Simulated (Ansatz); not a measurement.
**Ru (P6_3/mmc, 2 atoms in the cell): zone-centre modes under pressure**

Wanted: Grüneisen parameters and pressure coefficients of the modes of Ru (P6_3/mmc, 2 atoms in the cell).

Method: DFT LDA, scalar-relativistic, plane waves, PAW; PAW set soft_1, in Ansatz 0.2.0.

### 1. Starting point

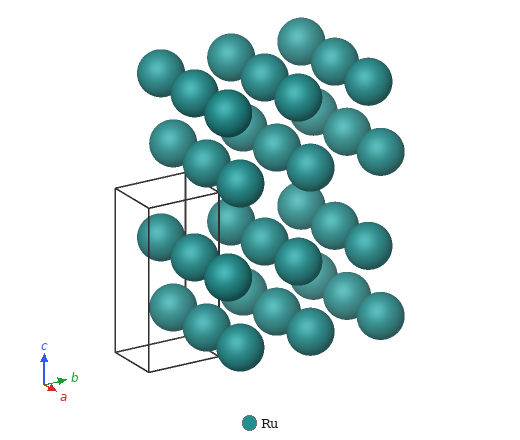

The starting structure, seen slightly off an axis (ruthenium teal). 3×3×2 cells are drawn.

### 2. A rough relaxation first

A rough relaxation comes first, because large forces or stress need no tight tolerances yet.

Contents of input.yaml:

```yaml
crystal:
  lattice:
    - [2.7058, 0.0, 0.0]
    - [-1.3529, 2.3432915376, 0.0]
    - [0.0, 0.0, 4.2819]
  atoms:
    - { symbol: Ru, position: [0.33333333, 0.66666667, 0.25] }
    - { symbol: Ru, position: [0.66666667, 0.33333333, 0.75] }
kpoints:
  mp_grid: { grid: [9, 9, 6] }
hamiltonian:
  xc: lda
  pseudopotentials: { kind: paw, azcp: { folder: soft_1 }, xc_functional: pbe }
scf:
  occupations: { method: gaussian, width: 0.1 }
output:
  forces: true
  stress: true
  eigenvalues: true
relax:
  adjacent_minimum: "off"
  f_tol: 0.05
  max_steps: 80
  cell: { stress_tol: 0.5 }
```

Started as:

```bash
$ ansatz run input.yaml --threads 4 --pin off --max-ram 10240MiB --backend cpu --events-out ev --progress --plain --runs-dir out
```

Numbers of over 12 decimals in the logs are rounded to 6 here.

Log:

```text
The last accepted step is kept in <dir> (removed where the run ends without a failure and the disk answers)
Engine: ansatz 0.2.0, x86_64-unknown-linux-gnu
Pseudopotentials: kind: paw
Pseudopotential: Ru, paw, valence charge 16, recommended cutoff 420 eV (normal), soft_1/Ru.paw.azcp
Functional definition: SPW92
  exchange = slater_x
  correlation = pw_c
Crystal: 2 atoms, lattice volume = 27.149 Å³
[...]
F+E_penalty+E_count = -11516.68463021 eV   max|allowed force component| = 6.939e-18 eV/Å   (the final SCF, on the basis selected at the relaxed cell)
  cell:  # Å, volume = 26.1680 Å³
    - [2.673130, 0, 0.0]
    - [-1.336565, 2.314999, -1.0629636575850875e-18]
    - [0, -1.942355021737564e-18, 4.228629]
  atoms:
    - { symbol: Ru, position: [0.333333, 0.666667, 0.25] }
    - { symbol: Ru, position: [0.666667, 0.333333, 0.750000] }
[key lines of the parts left out:]
SCF converged after 6 iterations
Free energy (F): -11516.684630 eV
Fermi energy:    24.150430 eV
P = ⅓ Tr σ = -0.0732 GPa (-0.732 kbar)
```

The job ended after 0.9 s (4 threads of AMD EPYC 9B45 (Zen 5), shared host; peak memory 0.37 GiB; 2.7 s of CPU time).

Relaxation path:

```
step  energy less that of the first step (eV)  largest force component (eV/Å)  pressure (GPa)  volume (Å³)
   1                                   0.0000                          0.0000          -12.48        27.15
   2                                   0.0165                          0.0000           17.87        25.05
   3                                  -0.0410                          0.0000           -1.09        26.25
   4                                  -0.0414                          0.0000           -0.01        26.17
  5*                                  -0.0399                          0.0000           -0.07        26.17
```

Relaxation steps marked * repeat the geometry before them on a plane-wave basis chosen anew for their cell, so energy and pressure can jump there. Relaxation step 2 was tried and not accepted.

The run keeps the 24 symmetry operations that it works with, so distortions that break them were not tested.

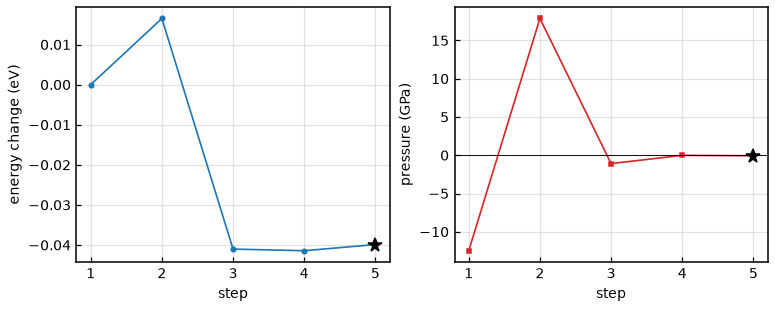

Energy and pressure along the relaxation. Stars mark steps on a basis chosen anew.

```
conventional cell, symmetrised  before  after  change
                         a (Å)   2.706  2.673  -1.2 %
                         b (Å)   2.706  2.673  -1.2 %
                         c (Å)   4.282  4.229  -1.2 %
              volume (Å³/atom)   13.57  13.08  -3.6 %
```

The relaxed structure:

```xyz
2
Lattice="2.6731 0.0000 0.0000 -1.3366 2.3150 0.0000 0.0000 0.0000 4.2286" Properties=species:S:1:pos:R:3 pbc="T T T"
Ru    0.0000    1.5433    1.0572
Ru    1.3366    0.7717    3.1715
```

Numbers from this step:

| Property | Result |
| --- | --- |
| pressure | -0.07320 GPa |
| volume per atom | 13.08 Å³ |
| gap on the k-mesh | 0 eV |

In this step the volume went from 13.57 to 13.08 Å³/atom.

### 3. Relaxation

Harmonic phonons are second derivatives at a point where the forces vanish, and they are wanted at zero stress, so atoms and cell are relaxed first.

input.yaml, the sections that differ from step 2:

```yaml
crystal:
  lattice:
    - [2.6731301587, 0.0, 0.0]
    - [-1.3365650793, 2.314998625, 0.0]
    - [0.0, 0.0, 4.2286286076]
  atoms:
    - { symbol: Ru, position: [0.3333333333, 0.6666666667, 0.25] }
    - { symbol: Ru, position: [0.6666666667, 0.3333333333, 0.75] }
kpoints:
  mp_grid: { grid: [18, 18, 10] }
relax:
  adjacent_minimum: "off"
  f_tol: 0.005
  max_steps: 80
  cell: { stress_tol: 0.05 }
# hamiltonian, scf, output: as in step 2
```

Log:

```text
[...]
Crystal: 2 atoms, lattice volume = 26.168 Å³
Basis set: ecut = 420 eV, 537 PW (Γ)
Bands: 20, of which v1, the nominal top of the filled ones, is band 16 counted from 1 (15 counted from 0)
Symmetry: 24 space group operations
[...]
k-points: 222 of 3240
[...]
k-point 221: bands = [... 12 lower, 21.2374, 21.2374, 22.8186, 22.8186, 25.3869, 25.3869, 32.8317, 32.8317]
--- Relaxed structure (3 steps of the walk, 3 accepted, 1 SCFs on fresh bases) ---
[...]
cell:  # Å, volume = 26.1746 Å³
    - [2.674059, -2.8877571319759547e-11, 0]
    - [-1.337029, 2.315803, 0]
    - [0, 0, 4.226761]
  atoms:
    - { symbol: Ru, position: [0.333333, 0.666667, 0.25] }
    - { symbol: Ru, position: [0.666667, 0.333333, 0.750000] }
[key lines of the parts left out:]
SCF converged after 7 iterations
Free energy (F): -11516.666980 eV
Fermi energy:    24.074714 eV
P = ⅓ Tr σ = 0.0024 GPa (0.024 kbar)
```

It took 2.3 s on 4 threads; peak memory 0.46 GiB.

Little changed from the start: no atom moved by 0.005 Å and no cell edge by 0.1 %.

Numbers from this step:

- pressure: 0.002382 GPa
- volume per atom: 13.09 Å³

In this step the volume went from 13.08 to 13.09 Å³/atom.

### 4. Tight relaxation

Phonons need small forces and stress, so the relaxation is finished with tight tolerances on 18×18×12 k points.

input.yaml, the sections that differ from step 3:

```yaml
crystal:
  lattice:
    - [2.6740588475, 0.0, 0.0]
    - [-1.3370294237, 2.3158028932, 0.0]
    - [0.0, 0.0, 4.2267609833]
  atoms:
    - { symbol: Ru, position: [0.3333333333, 0.6666666667, 0.25] }
    - { symbol: Ru, position: [0.6666666667, 0.3333333333, 0.75] }
kpoints:
  mp_grid: { grid: [18, 18, 12] }
scf:
  occupations: { method: methfessel_paxton, width: 0.2 }
relax:
  adjacent_minimum: "off"
  f_tol: 0.001
  max_steps: 60
  cell: { stress_tol: 0.01 }
# hamiltonian, output: as in step 3
```

Log:

```text
[...]
Crystal: 2 atoms, lattice volume = 26.175 Å³
Basis set: ecut = 420 eV, 537 PW (Γ)
Bands: 20, of which v1, the nominal top of the filled ones, is band 16 counted from 1 (15 counted from 0)
Symmetry: 24 space group operations
[...]
k-points: 259 of 3888
[...]
k-point 258: bands = [... 12 lower, 21.2381, 21.2381, 22.8200, 22.8200, 25.3841, 25.3841, 32.8281, 32.8281]
--- Relaxed structure (3 steps of the walk, 3 accepted, 1 SCFs on fresh bases) ---
[...]
cell:  # Å, volume = 26.1737 Å³
    - [2.674904, -2.8876616759690668e-11, 0]
    - [-1.337452, 2.316535, 0]
    - [0, 0, 4.223950]
  atoms:
    - { symbol: Ru, position: [0.333333, 0.666667, 0.25] }
    - { symbol: Ru, position: [0.666667, 0.333333, 0.750000] }
[key lines of the parts left out:]
SCF converged after 5 iterations
Free energy (F): -11516.664496 eV
Fermi energy:    24.087274 eV
P = ⅓ Tr σ = 0.0021 GPa (0.021 kbar)
```

The job ended after 2.3 s (4 threads; peak memory 0.47 GiB; 8.2 s of CPU time).

Little changed from the start: no atom moved by 0.005 Å and no cell edge by 0.1 %.

Numbers from this step:

* pressure: 0.002125 GPa

The forces vanish by symmetry and the pressure is 0.002 GPa, within the tolerances set. The cell now holds 13.09 Å³/atom.

### 5. Modes at rest

Phonons follow from the second derivative of the energy, found here by linear response.

The modes at rest are the reference of the series.

input.yaml, the sections that differ from step 4:

```yaml
crystal:
  lattice:
    - [2.6749044234, 0.0, 0.0]
    - [-1.3374522117, 2.3165351834, 0.0]
    - [0.0, 0.0, 4.2239497668]
  atoms:
    - { symbol: Ru, position: [0.3333333333, 0.6666666667, 0.25] }
    - { symbol: Ru, position: [0.6666666667, 0.3333333333, 0.75] }
output:
  eigenvalues: true
phonons:
  method: dfpt
# kpoints, hamiltonian, scf: as in step 4
# relax: removed
```

Log:

```text
zone centre: on kpoints.mp_grid the ground state, and the responses unless they are solved on pairs of k-points, stand on 637 of the mesh's 3888 k-points, reduced under 4 symmetry operations, with k and −k counted as one. Each operation leaves every solved displacement unchanged or reverses it
[...]
Crystal: 2 atoms, lattice volume = 26.174 Å³
Basis set: ecut = 420 eV, 537 PW (Γ), exchange–correlation on 36×36×60 points (8 copies of the dense FFT grid, shifted against one another)
Bands: 20, of which v1, the nominal top of the filled ones, is band 16 counted from 1 (15 counted from 0)
Symmetry: 24 space group operations
k-points: 637 of 3888 (irreducible under 4 space group operations, time reversal used)
[...]
SCF iter   1: F=—  HF=-11518.146640 eV  |F-HF|=—  |Δ(HF+E_count)|=         —  Δρ=1.32e-1  dr2=4.22e0  ethr=3.10e-3  ⟨swp⟩=5.0  Hψ=111913  notcnv=0  defer=73
automatic band count: the SCF goes on with 24 bands, as 20 were too few: they end inside the smearing window of the response
[...]
SCF iter   2: F=—  HF=-11517.121709 eV  |F-HF|=—  |Δ(HF+E_count)|=    1.02e0  S|Δr|=    0.00e0  Δρ=7.38e-2  dr2=1.32e0  ethr=3.10e-3  ⟨swp⟩=2.8  Hψ=29301  notcnv=0  defer=1786
[...]
SCF iter   8: F=-11516.664497 eV  HF=-11516.664497 eV  |F-HF|=0.00e0  |Δ(HF+E_count)|=  7.28e-11  S|Δr|=    0.00e0  Δρ=1.16e-7  dr2=2.33e-12  ethr=1.00e-12  ⟨swp⟩=9.1  Hψ=89227  notcnv=0
SCF 1 converged in 8 iterations: F = -11516.664497 eV  dr2 = 2.33e-12
[...]
DFPT response loops at Γ: preconditioner auto → Kerker (q_TF=auto, 2.821 Å⁻¹) (partly filled bands, converged f_vac=0.000); β = 1.00, the filter's whole step (`scf.mixing.beta` (0.50) is not read by the response loops under this deck's `scf.mixing.preconditioner`; to damp them name `kerker` or `kerker_dos`, under which they read `scf.mixing.beta`, and type it under 1.00, their step now; both keys bind the ground state too); Broyden in place of MSR1
SCF converged after 8 iterations
[...]
Free energy (F): -11516.664497 eV
[...]
Internal energy: -11516.665083 eV  (E = F + TS)
E sigma→0 (E₀):  -11516.664644 eV
Entropy (-TS):   0.000586 eV (0.293 meV/atom)
Fermi energy:    24.087275 eV
Step filling:    the computed levels leave a gap of 0.0000 eV = 0.0 smearing widths at the electron count; against every level under it full and every level over it empty, smearing changes F+E_penalty+E_count by +0.437 meV and its σ→0 estimate by +0.290 meV
[...]
--- Band table (eV; the first three rows and the last of 637) ---
  k-point 0: bands = [... 12 lower, 21.5293, 22.0516, 22.0516, 22.5911, 22.5911, 25.3446, 25.3446, 25.4266, ... 4 higher]
  k-point 1: bands = [... 12 lower, 21.4873, 22.0009, 22.0009, 22.7113, 22.7113, 25.1531, 25.3520, 25.3520, ... 4 higher]
  k-point 2: bands = [... 12 lower, 21.3712, 21.8634, 21.8634, 23.0138, 23.0138, 24.4449, 25.3572, 25.3572, ... 4 higher]
  k-point 636: bands = [... 12 lower, 21.3099, 21.3099, 22.6597, 22.6597, 25.8408, 25.8408, 29.3597, 29.3597, ... 4 higher]
--- Phonons (Γ-DFPT): 2 representative perturbations + reference, on 637 of 3888 k-points (Σ response iterations 6) ---
  k mesh reduced under 4 symmetry operations, with k and −k counted as one. Each operation leaves every solved displacement unchanged or reverses it
  ASR residual: 8.025e-5 → 0.000e0 eV/Å²; symmetrization residual: 4.867e-13 eV/Å²
  ASR residual per site (eV/Å²): 8.02e-5 8.02e-5
  Γ frequencies (cm⁻¹): 0.00 0.00 0.00 211.57 211.57 277.71
  non-analytic LO–TO correction: not included (Born effective charges unavailable; polar crystals: no LO–TO splitting at Γ)
```

Elapsed: 9.5 s, on 4 threads; peak memory 1.3 GiB.

This step gave:

```
sum-rule residual before enforcement                    : 8.02e-5 eV/Å²
point group                                             : 6/mmm
highest optical mode at the zone centre (no LO-TO term) : 277.7 cm⁻¹
lowest optical zone-centre mode                         : 211.6 cm⁻¹
```

Patterns of degenerate modes are one choice out of their space. Modes at Γ:

```
mode  frequency (cm⁻¹)  symmetry
   1               0.0  acoustic
   2               0.0  acoustic
   3               0.0  acoustic
   4             211.6       E2g
   5             211.6       E2g
   6             277.7       B1g
```

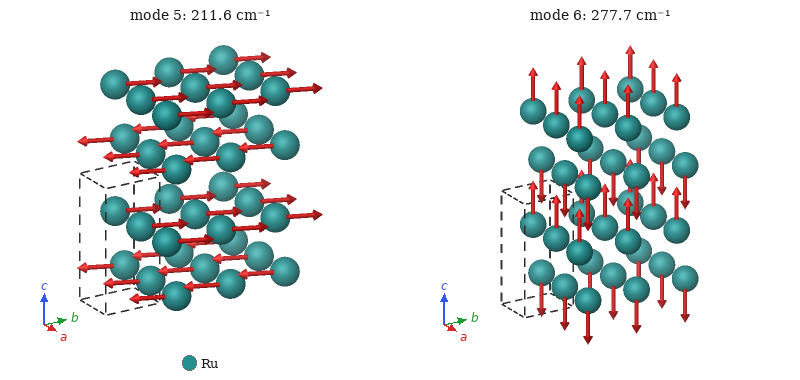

Displacement patterns of modes 5 and 6 at Γ; arrows are exaggerated. 3×3×2 cells are drawn.

Before it was imposed, the acoustic sum rule was missed by 8.0e-5 eV/Å². Small misses are needed for a sound result but don't prove that mesh and cutoff are converged. The lowest optical mode is real, 212 cm⁻¹.

### 6. Relaxation of a member: 1.06 times the volume at rest

The cell is set to 1.06 times the volume at rest, and shape and atoms relax at that volume.

input.yaml, the sections that differ from step 5:

```yaml
crystal:
  lattice:
    - [2.7290784589, 0.0, 0.0]
    - [-1.3645392294, 2.3634512744, 0.0]
    - [0.0, 0.0, 4.3013928104]
  atoms:
    - { symbol: Ru, position: [0.3333333333, 0.6666666667, 0.25] }
    - { symbol: Ru, position: [0.6666666667, 0.3333333333, 0.75] }
output:
  forces: true
  stress: true
  eigenvalues: true
relax:
  adjacent_minimum: "off"
  f_tol: 0.001
  max_steps: 60
  cell: { stress_tol: 0.01, fix: [volume] }
# kpoints, hamiltonian, scf: as in step 5
# phonons: removed
```

Log:

```text
[...]
Crystal: 2 atoms, lattice volume = 27.744 Å³
Basis set: ecut = 420 eV, 537 PW (Γ)
Bands: 20, of which v1, the nominal top of the filled ones, is band 16 counted from 1 (15 counted from 0)
Symmetry: 24 space group operations
[...]
k-points: 259 of 3888
[...]
k-point 258: bands = [... 12 lower, 19.7517, 19.7517, 21.2585, 21.2585, 23.5847, 23.5847, 30.6035, 30.6035, ... 4 higher]
--- Relaxed structure (3 steps of the walk, 3 accepted, 1 SCFs on fresh bases) ---
[...]
cell:  # Å, volume = 27.7442 Å³
    - [2.729981, -2.887707129605411e-11, 0]
    - [-1.364991, 2.364233, 0]
    - [0, 0.0, 4.298548]
  atoms:
    - { symbol: Ru, position: [0.333333, 0.666667, 0.250000] }
    - { symbol: Ru, position: [0.666667, 0.333333, 0.750000] }
[key lines of the parts left out:]
SCF converged after 4 iterations
Free energy (F): -11516.568156 eV
Fermi energy:    22.404506 eV
P = ⅓ Tr σ = -18.5734 GPa (-185.734 kbar)
```

Elapsed: 2.6 s, on 4 threads; peak memory 0.51 GiB; 9.4 s of CPU time.

Little changed from the start: no atom moved by 0.005 Å and no cell edge by 0.1 %.

Numbers from this step:

| Item | Value |
| --- | --- |
| pressure | -18.57 GPa |
| volume per atom | 13.87 Å³ |

The forces vanish by symmetry, at a pressure of -18.57 GPa.

### 7. Modes of this member: 1.06 times the volume at rest

The zone-centre modes follow for 1.06 times the volume at rest.

input.yaml, the sections that differ from step 6:

```yaml
crystal:
  lattice:
    - [2.7299813243, 0.0, 0.0]
    - [-1.3649906621, 2.3642331787, 0.0]
    - [0.0, 0.0, 4.2985481489]
  atoms:
    - { symbol: Ru, position: [0.3333333333, 0.6666666667, 0.25] }
    - { symbol: Ru, position: [0.6666666667, 0.3333333333, 0.75] }
output:
  eigenvalues: true
phonons:
  method: dfpt
# kpoints, hamiltonian, scf: as in step 6
# relax: removed
```

Log:

```text
[...]
Crystal: 2 atoms, lattice volume = 27.744 Å³
Basis set: ecut = 420 eV, 537 PW (Γ), exchange–correlation on 40×40×60 points (8 copies of the dense FFT grid, shifted against one another)
Bands: 20, of which v1, the nominal top of the filled ones, is band 16 counted from 1 (15 counted from 0)
Symmetry: 24 space group operations
k-points: 637 of 3888 (irreducible under 4 space group operations, time reversal used)
[...]
SCF iter   1: F=—  HF=-11518.150626 eV  |F-HF|=—  |Δ(HF+E_count)|=         —  Δρ=1.31e-1  dr2=4.63e0  ethr=3.10e-3  ⟨swp⟩=5.0  Hψ=111246  notcnv=0  defer=49
[...]
SCF iter   9: F=-11516.568157 eV  HF=-11516.568157 eV  |F-HF|=0.00e0  |Δ(HF+E_count)|=  3.64e-12  S|Δr|=    0.00e0  Δρ=2.04e-8  dr2=7.65e-14  ethr=1.00e-12  ⟨swp⟩=10.0  Hψ=72749  notcnv=0
SCF 1 converged in 9 iterations: F = -11516.568157 eV  dr2 = 7.65e-14
[...]
SCF converged after 9 iterations
[...]
Free energy (F): -11516.568157 eV
[...]
Internal energy: -11516.568510 eV  (E = F + TS)
E sigma→0 (E₀):  -11516.568245 eV
Entropy (-TS):   0.000353 eV (0.177 meV/atom)
Fermi energy:    22.404506 eV
[...]
--- Band table (eV; the first three rows and the last of 637) ---
  k-point 0: bands = [... 12 lower, 20.0870, 20.5429, 20.5429, 21.0117, 21.0117, 23.5584, 23.5584, 23.7075, ... 4 higher]
  k-point 1: bands = [... 12 lower, 20.0479, 20.4959, 20.4959, 21.1246, 21.1246, 23.4365, 23.5643, 23.5643, ... 4 higher]
  k-point 2: bands = [... 12 lower, 19.9396, 20.3683, 20.3683, 21.4068, 21.4068, 22.7460, 23.5667, 23.5667, ... 4 higher]
  k-point 636: bands = [... 12 lower, 19.8274, 19.8274, 21.1031, 21.1031, 23.9940, 23.9940, 27.3034, 27.3034, ... 4 higher]
[...]
ASR residual: 1.238e-5 → 0.000e0 eV/Å²; symmetrization residual: 8.898e-10 eV/Å²
  ASR residual per site (eV/Å²): 1.24e-5 1.24e-5
  Γ frequencies (cm⁻¹): 0.00 0.00 0.00 193.98 193.98 235.56
[...]
```

Wall time 9.8 s (4 threads); peak memory 1.3 GiB.

Numbers from this step:

| Property | Result |
| --- | --- |
| sum-rule residual before enforcement | 1.24e-5 eV/Å² |
| highest optical mode at the zone centre (no LO-TO term) | 235.6 cm⁻¹ |
| lowest optical zone-centre mode | 194.0 cm⁻¹ |

Patterns of degenerate modes are one choice out of their space. Modes at Γ:

```
mode  frequency (cm⁻¹)  symmetry
   1               0.0  acoustic
   2               0.0  acoustic
   3               0.0  acoustic
   4             194.0       E2g
   5             194.0       E2g
   6             235.6       B1g
```

The lowest optical mode is real, 194 cm⁻¹, and the highest lies at 235.6 cm⁻¹.

Between step 5 and this run (volume ratio 1.06) the value for the highest optical mode at the zone centre (no LO-TO term) moves from 278 cm⁻¹ to 236 cm⁻¹ (-15 %).

### 8. Relaxation of a member: 0.9 times the volume at rest

The cell is set to 0.9 times the volume at rest, and shape and atoms relax at that volume.

input.yaml, the sections that differ from step 7:

```yaml
crystal:
  lattice:
    - [2.5796804495, 0.0, 0.0]
    - [-1.2898402248, 2.2340688029, 0.0]
    - [0.0, 0.0, 4.0873889582]
  atoms:
    - { symbol: Ru, position: [0.3333333333, 0.6666666667, 0.25] }
    - { symbol: Ru, position: [0.6666666667, 0.3333333333, 0.75] }
output:
  forces: true
  stress: true
  eigenvalues: true
relax:
  adjacent_minimum: "off"
  f_tol: 0.001
  max_steps: 60
  cell: { stress_tol: 0.01, fix: [volume] }
# kpoints, hamiltonian, scf: as in step 7
# phonons: removed
```

Log:

```text
[...]
Crystal: 2 atoms, lattice volume = 23.556 Å³
Basis set: ecut = 420 eV, 463 PW (Γ)
Bands: 20, of which v1, the nominal top of the filled ones, is band 16 counted from 1 (15 counted from 0)
Symmetry: 24 space group operations
[...]
k-points: 259 of 3888
[...]
k-point 258: bands = [... 12 lower, 24.1617, 24.1617, 25.8557, 25.8557, 28.8989, 28.8989, 37.2186, 37.2186]
--- Relaxed structure (3 steps of the walk, 3 accepted, 1 SCFs on fresh bases) ---
[...]
cell:  # Å, volume = 23.5564 Å³
    - [2.579010, 2.8860089227827714e-11, 0]
    - [-1.289505, 2.233488, 0]
    - [0, 0, 4.089515]
  atoms:
    - { symbol: Ru, position: [0.333333, 0.666667, 0.250000] }
    - { symbol: Ru, position: [0.666667, 0.333333, 0.750000] }
[key lines of the parts left out:]
SCF converged after 5 iterations
Free energy (F): -11516.297857 eV
Fermi energy:    27.376219 eV
P = ⅓ Tr σ = 49.6060 GPa (496.060 kbar)
```

Wall time 2.2 s (4 threads); peak memory 0.47 GiB.

Little changed from the start: no atom moved by 0.005 Å and no cell edge by 0.1 %.

This step gave:

```
pressure        : 49.61 GPa
volume per atom : 11.78 Å³
```

The forces vanish by symmetry, at a pressure of 49.61 GPa.

(Part 1 of 2 ends here.)

[Logs are printed without paths, hosts, clocks, repeated set-up lines and the standing remarks that a program may print on its own settings, such as how far it seeks lower states.]

[Hosts, paths, dates, database ids (printed as entryN), source tags and the programs' standing remarks are cut or masked in the printed files.]
